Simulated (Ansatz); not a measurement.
**YSc in the Bh ordering: electron–phonon coupling and resistivity**

How good a conductor is YSc in the Bh ordering when only phonons scatter, and how much computing does the answer need?

Method: DFT PBEsol, scalar-relativistic, plane waves, PAW, in Ansatz 0.2.0.

The structure was built from a prototype and need not be the compound's stable phase.

## (1) Starting point

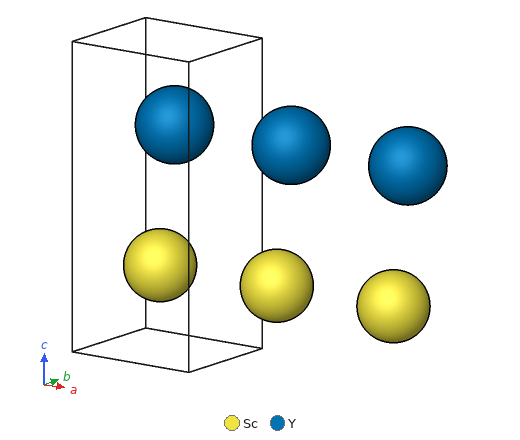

The cell as given, slightly off an axis (scandium yellow, yttrium blue). 3×1×1 cells are drawn.

## (2) Relaxation

Lattice constant and positions set the bands and the force constants, so the cell is relaxed first.

Contents of input.yaml:

```yaml
crystal:
  lattice:
    - [3.45073, 0.0, 0.0]
    - [-1.72537, 2.98842, 0.0]
    - [0.0, 0.0, 5.63504]
  atoms:
    - { symbol: Sc, position: [0.33333333, 0.66666667, 0.25] }
    - { symbol: "Y", position: [0.66666667, 0.33333333, 0.75] }
kpoints:
  mp_grid: { grid: [12, 12, 6] }
hamiltonian:
  xc: pbesol
scf:
  occupations: { method: gaussian, width: 0.1 }
output:
  forces: true
  stress: true
  eigenvalues: true
  write_density: true
  write_potential: true
  elf: true
  volumetric_format: npy
relax:
  adjacent_minimum: "off"
  f_tol: 0.005
  max_steps: 80
  cell: { stress_tol: 0.05 }
```

The run is started by

```sh
$ ansatz run input.yaml --threads 4 --pin off --max-ram 8192MiB --backend cpu --events-out ev --progress --plain --runs-dir out
```

Numbers of over 12 decimals in the logs are rounded to 6 here.

The program printed:

```text
Engine: ansatz 0.2.0, aarch64-unknown-linux-gnu
Pseudopotentials: kind: paw
Pseudopotential: Sc, paw, valence charge 11, recommended cutoff 420 eV (normal), Sc.paw.azcp
Pseudopotential: Y, paw, valence charge 11, recommended cutoff 420 eV (normal), Y.paw.azcp
Functional definition: PBEsol
  exchange = pbesol_x
  correlation = pbesol_c
Crystal: 2 atoms, lattice volume = 58.110 Å³
Basis set: ecut = 420 eV, 1099 PW (Γ), exchange–correlation on 48×48×80 points (8 copies of the dense FFT grid, shifted against one another)
Bands: 15, of which v1, the nominal top of the filled ones, is band 11 counted from 1 (10 counted from 0)
Symmetry: 12 space group operations
Space group: P-6m2 (ITA 187), of the structure as read, at distance tolerance 3.9e-5 Å
k-points: 76 of 864 (time reversal used)
Non-local potential: Sc, projectors of the file, l = 0: 3, l = 1: 2, l = 2: 3, l = 3: 1
Non-local potential: Y, projectors of the file, l = 0: 3, l = 1: 2, l = 2: 2, l = 3: 1
PAW form: soft (Blöchl's): semilocal exchange-correlation on the pseudo side does not see the compensation charge
PAW frozen core: Sc, regenerated for the run's functional, and the local potential with it (the file was generated under x = pbe(κ = 0.804, μ = 0.219515), c = pbe(β = 0.066725))
PAW frozen core: Y, regenerated for the run's functional, and the local potential with it (the file was generated under x = pbe(κ = 0.804, μ = 0.219515), c = pbe(β = 0.066725))
PAW one-centre angular grid: Sc, 590 points (default); XC on 64 Gauss nodes
PAW one-centre angular grid: Y, 590 points (default); XC on 64 Gauss nodes
Initial density: superposition of atomic densities (neutral atoms: chi_scale 0, normalization atom), corrected by the library's trained network
Initial wavefunctions: pseudopotential atomic-orbital guess
Functional: x = pbesol(κ = 0.804, μ = 0.123457), c = pbesol(β = 0.046)
SCF iter   1: F=—  HF=-5906.308576 eV  |F-HF|=—  |Δ(HF+E_count)|=         —  Δρ=3.11e-3  dr2=6.25e-3  ethr=1.77e-3  ⟨swp⟩=4.2  Hψ=4794  notcnv=0
preconditioner: auto → Kerker (q_TF=auto, 2.321 Å⁻¹)  [metal: Δε(μ)=0.015 eV  Ē_g=2.434 eV  σ=0.100 eV  W_gap=0.08  n_scr=10 (ndim 8)  ℏωp=11.9 eV  f_vac=0.000  D(μ)=4.47/eV (n_scr^D=42)]
SCF iter   2: F=—  HF=-5906.307167 eV  |F-HF|=—  |Δ(HF+E_count)|=   1.41e-3  Δρ=1.33e-3  dr2=1.13e-3  ethr=2.84e-5  ⟨swp⟩=2.5  Hψ=2416  notcnv=0
SCF iter   3: F=—  HF=-5906.307143 eV  |F-HF|=—  |Δ(HF+E_count)|=   2.34e-5  Δρ=7.31e-4  dr2=2.36e-4  ethr=5.15e-6  ⟨swp⟩=1.2  Hψ=1154  notcnv=0
SCF iter   4: F=—  HF=-5906.307146 eV  |F-HF|=—  |Δ(HF+E_count)|=   2.73e-6  Δρ=1.19e-4  dr2=1.16e-5  ethr=1.07e-6  ⟨swp⟩=1.9  Hψ=1310  notcnv=0
SCF iter   5: F=—  HF=-5906.307130 eV  |F-HF|=—  |Δ(HF+E_count)|=   1.60e-5  Δρ=3.56e-5  dr2=2.45e-6  ethr=5.25e-8  ⟨swp⟩=2.7  Hψ=1815  notcnv=0
SCF iter   6: F=-5906.307130 eV  HF=-5906.307130 eV  |F-HF|=3.15e-9  |Δ(HF+E_count)|=   2.00e-7  Δρ=4.91e-6  dr2=1.53e-8  ethr=4.55e-10  ⟨swp⟩=6.2  Hψ=6308  notcnv=0
SCF 1 converged in 6 iterations: F = -5906.307130 eV  dr2 = 1.53e-8
  greatest PAW one-centre occupation: 0.998 electrons in one spin orbital (limit 2), on the Sc atom at site 0 (counted from 0), in its partial waves of l = 0
relax step   1: F+E_penalty+E_count = -5906.30713004 eV  Δ(F+E_penalty+E_count) = +0.000e0 eV  max|allowed force component| = 9.252e-18 eV/Å  Δτ_max = 0.0000 Å  P = -2.509 GPa  Ω = 58.110 Å³  (6 SCF iters, dr2 threshold 1.00e-7 eV, accepted)
Crystal: 2 atoms, lattice volume = 54.590 Å³
Basis set: ecut = 420 eV, 1085 PW (Γ), exchange–correlation on 48×48×80 points (8 copies of the dense FFT grid, shifted against one another)
Initial density: handed on by an earlier stage of this run
Initial wavefunctions: those handed on with the density
iter 1 solved again at ethr=1.14e-5 eV; its pass at ethr=3.10e-3 eV (dr2=2.50e-3 eV) is discarded
SCF iter   1: F=—  HF=-5906.357080 eV  |F-HF|=—  |Δ(HF+E_count)|=         —  Δρ=1.75e-3  dr2=2.60e-3  ethr=1.14e-5  ⟨swp⟩=1.9  Hψ=8269  notcnv=0
preconditioner: auto → Kerker (q_TF=auto, 2.345 Å⁻¹)  [metal: Δε(μ)=0.018 eV  Ē_g=2.532 eV  σ=0.100 eV  W_gap=0.10  n_scr=10 (ndim 8)  ℏωp=12.3 eV  f_vac=0.000  D(μ)=3.38/eV (n_scr^D=34)]
SCF iter   2: F=—  HF=-5906.356886 eV  |F-HF|=—  |Δ(HF+E_count)|=   1.94e-4  Δρ=9.72e-4  dr2=3.70e-4  ethr=1.14e-5  ⟨swp⟩=1.8  Hψ=1278  notcnv=0
SCF iter   3: F=—  HF=-5906.356899 eV  |F-HF|=—  |Δ(HF+E_count)|=   1.28e-5  Δρ=4.91e-4  dr2=1.07e-4  ethr=1.68e-6  ⟨swp⟩=2.0  Hψ=1749  notcnv=0
SCF iter   4: F=—  HF=-5906.356907 eV  |F-HF|=—  |Δ(HF+E_count)|=   7.77e-6  Δρ=5.66e-5  dr2=1.67e-6  ethr=4.86e-7  ⟨swp⟩=2.3  Hψ=1645  notcnv=0
SCF iter   5: F=—  HF=-5906.356907 eV  |F-HF|=—  |Δ(HF+E_count)|=   1.81e-7  Δρ=1.88e-5  dr2=2.98e-7  ethr=9.09e-10  ⟨swp⟩=8.9  Hψ=7946  notcnv=0
SCF iter   6: F=-5906.356907 eV  HF=-5906.356907 eV  |F-HF|=1.72e-9  |Δ(HF+E_count)|=   3.30e-8  Δρ=3.47e-6  dr2=6.90e-9  ethr=9.09e-10  ⟨swp⟩=7.9  Hψ=6934  notcnv=0
SCF 2 converged in 6 iterations: F = -5906.356907 eV  dr2 = 6.90e-9
relax step   2: F+E_penalty+E_count = -5906.35690708 eV  Δ(F+E_penalty+E_count) = -4.978e-2 eV  max|allowed force component| = 4.395e-17 eV/Å  Δτ_max = 0.0000 Å  P = +0.183 GPa  Ω = 54.590 Å³  energy of the carried Pulay correction = +1.415e-4 eV  (6 SCF iters, dr2 threshold 2.00e-7 eV, accepted)
Crystal: 2 atoms, lattice volume = 54.632 Å³
iter 1 solved again at ethr=2.54e-6 eV; its pass at ethr=3.10e-3 eV (dr2=5.59e-4 eV) is discarded
SCF iter   1: F=—  HF=-5906.359272 eV  |F-HF|=—  |Δ(HF+E_count)|=         —  Δρ=6.13e-4  dr2=6.21e-4  ethr=2.54e-6  ⟨swp⟩=2.2  Hψ=7932  notcnv=0
preconditioner: auto → none  [metal: Δε(μ)=0.050 eV  Ē_g=2.530 eV  σ=0.100 eV  W_gap=0.27  n_scr=8 (ndim 8)  ℏωp=12.3 eV  f_vac=0.000  D(μ)=3.19/eV (n_scr^D=34)]
SCF iter   2: F=—  HF=-5906.359231 eV  |F-HF|=—  |Δ(HF+E_count)|=   4.15e-5  Δρ=3.11e-4  dr2=1.78e-4  ethr=2.54e-6  ⟨swp⟩=1.8  Hψ=1326  notcnv=0
SCF iter   3: F=—  HF=-5906.359213 eV  |F-HF|=—  |Δ(HF+E_count)|=   1.73e-5  Δρ=1.52e-4  dr2=1.39e-5  ethr=8.09e-7  ⟨swp⟩=1.7  Hψ=1236  notcnv=0
SCF iter   4: F=—  HF=-5906.359214 eV  |F-HF|=—  |Δ(HF+E_count)|=   2.18e-7  Δρ=4.48e-5  dr2=5.12e-7  ethr=6.34e-8  ⟨swp⟩=1.8  Hψ=1255  notcnv=0
iter 5 did not close the SCF: its close was put off for the readings that it lacked (scf_convergence_deferred on its scf_iter line)
SCF iter   5: F=-5906.359214 eV  HF=-5906.359214 eV  |F-HF|=8.49e-9  |Δ(HF+E_count)|=   1.96e-7  Δρ=5.08e-6  dr2=1.72e-8  ethr=2.33e-9  ⟨swp⟩=1.8  Hψ=1304  notcnv=0
SCF iter   6: F=-5906.359214 eV  HF=-5906.359214 eV  |F-HF|=3.71e-10  |Δ(HF+E_count)|=  2.13e-10  Δρ=6.75e-7  dr2=5.02e-10  ethr=7.80e-11  ⟨swp⟩=4.4  Hψ=5543  notcnv=0
SCF 3 converged in 6 iterations: F = -5906.359214 eV  dr2 = 5.02e-10
relax step   3: F+E_penalty+E_count = -5906.35921391 eV  Δ(F+E_penalty+E_count) = -2.307e-3 eV  max|allowed force component| = 6.939e-17 eV/Å  Δτ_max = 0.0000 Å  P = +0.129 GPa  Ω = 54.632 Å³  energy of the carried Pulay correction = +1.395e-4 eV  (6 SCF iters, dr2 threshold 2.00e-7 eV, accepted)
[...]
relax step   4: F+E_penalty+E_count = -5906.35928019 eV  Δ(F+E_penalty+E_count) = -6.629e-5 eV  max|allowed force component| = 3.007e-17 eV/Å  Δτ_max = 0.0000 Å  P = -0.005 GPa  Ω = 54.782 Å³  energy of the carried Pulay correction = +1.332e-4 eV  (6 SCF iters, accepted)
Basis set: ecut = 420 eV, 1085 PW (Γ), exchange–correlation on 48×48×72 points (8 copies of the dense FFT grid, shifted against one another)
Initial wavefunctions: pseudopotential atomic-orbital guess (no wavefunctions were taken with the density)
iter 1 solved again at ethr=4.90e-8 eV; its pass at ethr=3.10e-3 eV (dr2=1.08e-5 eV) is discarded
SCF iter   1: F=—  HF=-5906.359162 eV  |F-HF|=—  |Δ(HF+E_count)|=         —  Δρ=4.07e-5  dr2=1.09e-7  ethr=4.90e-8  ⟨swp⟩=3.0  Hψ=8180  notcnv=0
preconditioner: auto → none  [metal: Δε(μ)=0.052 eV  Ē_g=2.528 eV  σ=0.100 eV  W_gap=0.29  n_scr=8 (ndim 8)  ℏωp=12.3 eV  f_vac=0.000  D(μ)=3.18/eV (n_scr^D=34)]
SCF iter   2: F=—  HF=-5906.359146 eV  |F-HF|=—  |Δ(HF+E_count)|=   1.68e-5  Δρ=1.99e-5  dr2=2.59e-8  ethr=4.97e-10  ⟨swp⟩=2.1  Hψ=1506  notcnv=0
SCF iter   3: F=—  HF=-5906.359146 eV  |F-HF|=—  |Δ(HF+E_count)|=   3.09e-8  Δρ=2.18e-6  dr2=5.73e-9  ethr=1.18e-10  ⟨swp⟩=2.2  Hψ=1754  notcnv=0
SCF iter   4: F=—  HF=-5906.359146 eV  |F-HF|=—  |Δ(HF+E_count)|=  4.22e-10  Δρ=7.71e-7  dr2=8.65e-10  ethr=2.61e-11  ⟨swp⟩=1.8  Hψ=1281  notcnv=0
iter 5 did not close the SCF: its close was put off for the readings that it lacked (scf_convergence_deferred on its scf_iter line)
SCF iter   5: F=-5906.359146 eV  HF=-5906.359146 eV  |F-HF|=0.00e0  |Δ(HF+E_count)|=  6.73e-11  Δρ=2.40e-7  dr2=1.71e-11  ethr=3.93e-12  ⟨swp⟩=1.3  Hψ=1167  notcnv=0
SCF iter   6: F=-5906.359146 eV  HF=-5906.359146 eV  |F-HF|=9.09e-13  |Δ(HF+E_count)|=  6.37e-12  Δρ=4.52e-8  dr2=1.40e-12  ethr=1.00e-12  ⟨swp⟩=4.0  Hψ=4440  notcnv=0
SCF 5 converged in 6 iterations: F = -5906.359146 eV  dr2 = 1.40e-12
relax step   5: F+E_penalty+E_count = -5906.35914574 eV  Δ(F+E_penalty+E_count) = +1.344e-4 eV  max|allowed force component| = 4.857e-17 eV/Å  Δτ_max = 0.0000 Å  P = -0.005 GPa  Ω = 54.782 Å³  stress off target by 6.55e-3 GPa  SCF on the basis re-selected at this cell (its energy is not comparable with the rows above)  (6 SCF iters)
basis re-selected at this cell: Δ(F+E_penalty+E_count) = +1.344e-4 eV, ΔP = +0.000 GPa vs the last step (what re-selecting the basis moved, of the pressure what is left beyond the Pulay correction that the steps carried, after the strain that the cell walked since its last selection, with what the two solves' SCF thresholds leave and, on support functions, any second-order correction that the steps lacked; it is no measure of the basis error at this ecutwfc). The dense FFT grid was sized anew with the basis: this SCF ran on 24×24×36 points, the steps before it on 24×24×40, so part of this shift can come from that change (see relax.cell in the input reference). [rest of the remark cut]
SCF converged after 6 iterations
Free energy (F): -5906.359146 eV
Harris-Foulkes:  -5906.359146 eV  (|F-HF|=9.09e-13)
Internal energy: -5906.343232 eV  (E = F + TS)
E sigma→0 (E₀):  -5906.351189 eV
Entropy (-TS):   -0.015913 eV (-7.957 meV/atom)
Fermi energy:    9.745577 eV
--- Per-component energies (eV) ---
  E_band       = -277.923279
  E_kinetic    = 565.969407
  E_local      = -1436.903394  (includes V_loc(G=0)·N_el)
  E_nonlocal   = 136.439980
  E_hartree    = 476.804916
  E_xc         = -274.763881
  E_vxc        = -326.336713  (∫ρ·V_xc dr)
  E_paw        = -3705.564376  (= ΣΔE_a)
  E_vpaw       = -170.702392  (= ΣTr[D̂ρ^β])
  E_aug_tail   = 0.000012  (compensation charges beyond the density's cutoff)
  E_ewald      = -1668.603694
  E_core_change = 0.277798  (= ΣΔE_core)
  E_smearing   = -0.015913  (= −TS)
  E_closure    = 0.000000  (closes the sum)
  Σ components = -5906.359146   (vs F -5906.359146, Δ=0.00e0)
--- Forces (eV/Å), atoms counted from 1 ---
  atom   1  Sc     0.00000000     0.00000000     0.00000000
  atom   2  Y      0.00000000    -0.00000000    -0.00000000
  max |Σ_I F_I| component: 8.79e-17 eV/Å
--- Stress (GPa, compression-positive) ---
       -0.003968       0.000000       0.000000
        0.000000      -0.003968       0.000000
        0.000000       0.000000      -0.006549
  P = ⅓ Tr σ = -0.0048 GPa (-0.048 kbar)
--- Band table (eV; the first three rows and the last of 76) ---
  k-point 0: bands = [... 7 lower, -12.1434, 4.8005, 7.9207, 10.7661, 11.2783, 11.2783, 11.7095, 11.9951]
  k-point 1: bands = [... 7 lower, -12.1435, 4.9992, 7.7700, 10.5817, 11.1987, 11.1987, 11.5809, 11.7625]
  k-point 2: bands = [... 7 lower, -12.1438, 5.5607, 7.2242, 10.4668, 11.1272, 11.1272, 11.2058, 11.4790]
  k-point 75: bands = [... 7 lower, -12.3829, 9.0716, 9.2036, 9.5603, 9.6430, 10.0539, 10.2405, 12.2539]
--- Relaxed structure (4 steps of the walk, 4 accepted, 1 SCFs on fresh bases) ---
  F+E_penalty+E_count = -5906.35914574 eV   max|allowed force component| = 4.857e-17 eV/Å   (the final SCF, on the basis selected at the relaxed cell)
  cell:  # Å, volume = 54.7825 Å³
    - [3.449622, 2.885824618894226e-6, 0.0]
    - [-1.724814, 2.987459, 0.0]
    - [0.0, 0.0, 5.315791]
  atoms:
    - { symbol: Sc, position: [0.333333, 0.666667, 0.25] }
    - { symbol: Y, position: [0.666667, 0.333333, 0.75] }
```

Wall time 9.4 s (4 threads of Arm Neoverse V1, shared host); peak memory 0.45 GiB.

Relaxation path:

```tsv
step	energy less that of the first step (eV)	largest force component (eV/Å)	pressure (GPa)	volume (Å³)
1	0.0000	0.0000	-2.51	58.11
2	-0.0498	0.0000	0.18	54.59
3	-0.0521	0.0000	0.13	54.63
4	-0.0521	0.0000	0.00	54.78
5*	-0.0520	0.0000	0.00	54.78
```

Relaxation steps marked * repeat the geometry before them on a plane-wave basis chosen anew for their cell, so energy and pressure can jump there.

The run keeps the 12 symmetry operations that it works with, so distortions that break them were not tested.

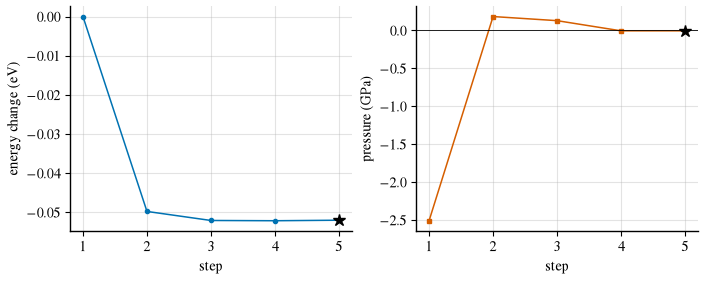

Energy and pressure along the relaxation. Stars mark steps on a basis chosen anew.

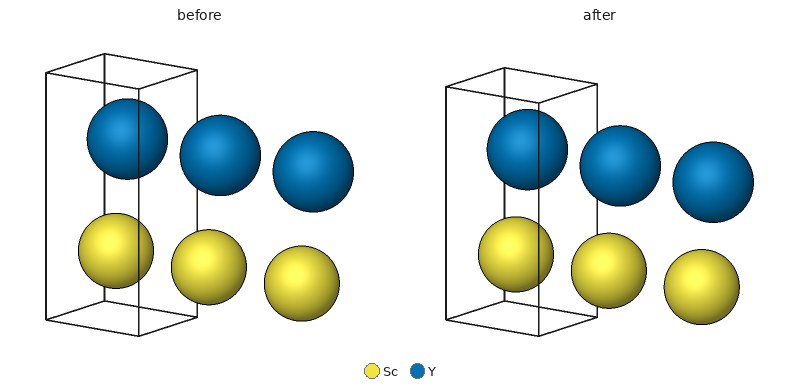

The structure before and after the relaxation, drawn at the same scale.

```tsv
conventional cell, symmetrised	before	after	change
a (Å)	3.451	3.450	-0.0 %
b (Å)	3.451	3.450	-0.0 %
c (Å)	5.635	5.316	-5.7 %
volume (Å³/atom)	29.05	27.39	-5.7 %
```

Final coordinates:

```cif
data_structure
_symmetry_space_group_name_H-M 'P 1'
_symmetry_Int_Tables_number 1
_cell_length_a 3.4496
_cell_length_b 3.4496
_cell_length_c 5.3158
_cell_angle_alpha 90.000
_cell_angle_beta 90.000
_cell_angle_gamma 120.000
_cell_volume 54.78
loop_
_atom_site_label
_atom_site_type_symbol
_atom_site_fract_x
_atom_site_fract_y
_atom_site_fract_z
_atom_site_occupancy
Sc1 Sc 0.33333 0.66667 0.25000 1
Y2 Y 0.66667 0.33333 0.75000 1
```

Numbers from this step:

| Item | Value |
| --- | --- |
| pressure | -0.004828 GPa |
| volume per atom | 27.39 Å³ |
| metallic on mesh | yes |
| gap on the k-mesh | 0 eV |

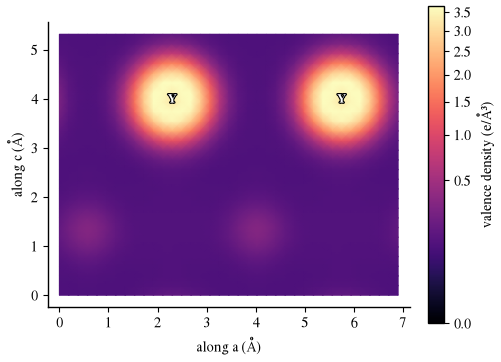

Valence density in the ac plane at fractional y = 0.333, with atoms of Y within 0.2 Å of it. It is the smooth field of the valence electrons, not physical close to the nuclei. The colour scale is stretched toward low values.

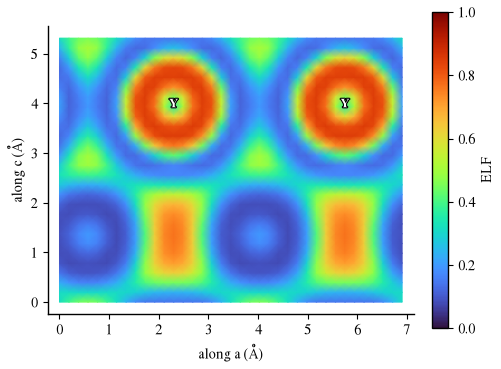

ELF in the ac plane at fractional y = 0.333, with atoms of Y within 0.2 Å of it. It is the smooth field of the valence electrons, not physical close to the nuclei.

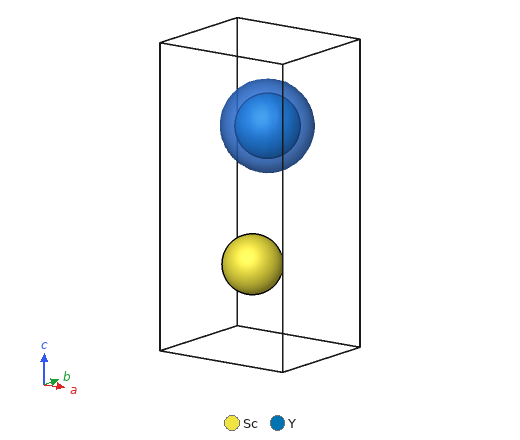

Surface of ELF = 0.78.

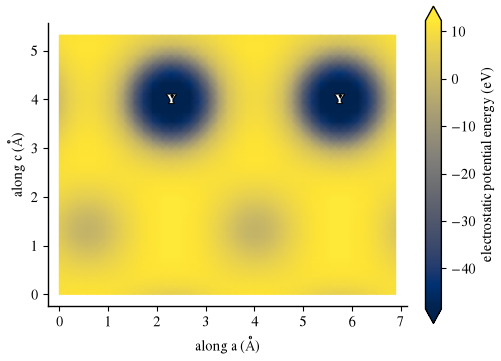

Electrostatic potential energy in the ac plane at fractional y = 0.333, with atoms of Y within 0.2 Å of it. With pseudopotentials it is smooth inside the atoms' cores, unlike the true potential.

The largest force is now zero by symmetry and the largest stress component 0.0065 GPa.

## (3) Relaxing tightly for phonons

No force is left; the cell is relaxed once more with another smearing and tight thresholds.

Contents of input.yaml:

```yaml
crystal:
  lattice:
    - [3.4496223116, 2.8858e-06, 0.0]
    - [-1.724813655, 2.9874591124, 0.0]
    - [0.0, 0.0, 5.315791291]
  atoms:
    - { symbol: Sc, position: [0.3333333333, 0.6666666667, 0.25] }
    - { symbol: "Y", position: [0.6666666667, 0.3333333333, 0.75] }
kpoints:
  mp_grid: { grid: [12, 12, 6] }
hamiltonian:
  xc: pbesol
scf:
  occupations: { method: methfessel_paxton, width: 0.2 }
output:
  forces: true
  stress: true
  eigenvalues: true
relax:
  adjacent_minimum: "off"
  f_tol: 0.001
  max_steps: 60
  cell: { stress_tol: 0.01 }
```

The program printed:

```text
[the first part of the log is left out]
  E_xc         = -274.769657
  E_vxc        = -326.344370  (∫ρ·V_xc dr)
  E_paw        = -3705.563544  (= ΣΔE_a)
  E_vpaw       = -170.701193  (= ΣTr[D̂ρ^β])
  E_aug_tail   = 0.000012  (compensation charges beyond the density's cutoff)
  E_ewald      = -1668.798234
  E_core_change = 0.277798  (= ΣΔE_core)
  E_smearing   = 0.001349  (= −TS)
  E_closure    = 0.000000  (closes the sum)
  Σ components = -5906.348743   (vs F -5906.348743, Δ=0.00e0)
[...]
--- Stress (GPa, compression-positive) ---
        0.003405       0.000000      -0.000000
        0.000000       0.003405      -0.000000
       -0.000000      -0.000000      -0.000577
  P = ⅓ Tr σ = 0.0021 GPa (0.021 kbar)
--- Band table (eV; the first three rows and the last of 76) ---
[...]
--- Relaxed structure (2 steps of the walk, 2 accepted, 1 SCFs on fresh bases) ---
[...]
cell:  # Å, volume = 54.7629 Å³
    - [3.449415, 2.885640199020279e-6, 0]
    - [-1.724710, 2.987279, 0]
    - [0, 0, 5.314529]
  atoms:
    - { symbol: Sc, position: [0.333333, 0.666667, 0.250000] }
    - { symbol: Y, position: [0.666667, 0.333333, 0.750000] }
```

The job ended after 4.8 s (4 threads; peak memory 0.43 GiB; 18 s of CPU time).

Little changed from the start: no atom moved by 0.005 Å and no cell edge by 0.1 %.

Numbers from this step:

```yaml
pressure: 0.002078 GPa
volume_per_atom: 27.38 Å³
```

The largest force is now zero by symmetry and the largest stress component 0.0034 GPa, small enough for phonons.

[end of part 1 of 3]

[Logs are printed without paths, hosts, clocks, repeated set-up lines and the standing remarks that a program may print on its own settings, such as how far it seeks lower states.]

[Hosts, paths, dates, database ids (printed as entryN), source tags and the programs' standing remarks are cut or masked in the printed files.]
